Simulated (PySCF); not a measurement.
Be(Br)(OSiH3), H3BeBrOSi, SMILES [SiH3][O][Be][Br], singlet at its PBE0/def2-SVP optimised geometry (Å):

```
7

Be    -0.8059     0.0282     0.0000
Br    -2.7637     0.0254     0.0007
O      0.6026     0.0282     0.0000
Si     2.2573     0.0364    -0.0101
H      2.7637    -1.2148    -0.6473
H      2.7691     0.1168     1.3898
H      2.7515     1.2148    -0.7819
```

Method: PBE0/def2-TZVP (PySCF 2.14.0). Cells within 0.4 Å of a nucleus heavier than hydrogen are left out (blank, or x).

Map of the LUMO amplitude (bohr^(-3/2)) on the plane z = 0.0 Å; orbital energy -0.64 eV, overall sign arbitrary:

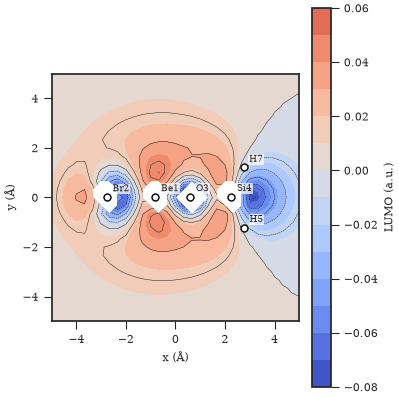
*LUMO amplitude (bohr^(-3/2)) on the plane z = 0.0 Å.*
